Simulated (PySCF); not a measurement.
# C6H3FO2: the cost of one run

Computed with PySCF 2.14.0 and routines of our own; the level stands in each step. Atoms count from 0.

## 1. The system as given

12 atoms, charge -1, multiplicity 2; geometry from: GFN2-xTB.

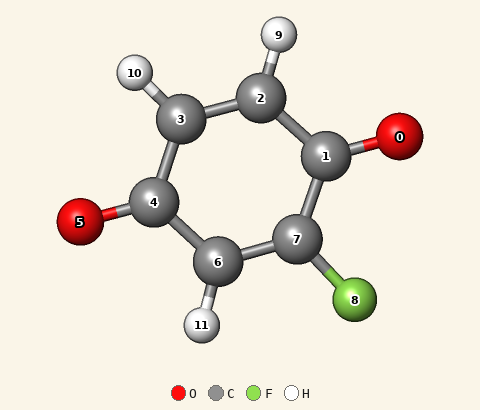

The starting geometry (oxygen red, carbon grey, fluorine green, hydrogen white).

## 2. Open-shell or spin-flip excitations: unrestricted TDA PBE0/def2-SVPD in toluene

What the job is given:

```
{"job": {"kind": "uabs", "xc": "PBE0", "basis": "def2-SVPD", "nstates": 10, "tda": true, "solvent": "toluene", "pol": false}, "charge": -1, "multiplicity": 2}
O     -2.683903     0.401587     0.057105
C     -1.444580     0.225641     0.030446
C     -0.494284     1.308080     0.022848
C      0.851251     1.124186    -0.008429
C      1.460157    -0.180801    -0.035826
O      2.701523    -0.351573    -0.063818
C      0.527177    -1.278083    -0.026781
C     -0.812835    -1.072313     0.003394
F     -1.631357    -2.175032     0.009866
H     -0.912388     2.307557     0.043959
H      1.520774     1.976304    -0.013890
H      0.919663    -2.286239    -0.044903
```

With the program's defaults for keys left out, this is: unrestricted TDA PBE0/def2-SVPD, vertical, IEF-PCM toluene (non-equilibrium linear response), core orbitals frozen in the response.

Started as:

```sh
$ OMP_NUM_THREADS=1 python excited_run.py task.json out
```

One launch serves the whole session: the jobs run in the order shown.

**Question.** How long does this first job take on 1 thread of Arm Neoverse N1, shared host, and how much memory does it need?

About 94 s, with a peak of 0.75 GiB.
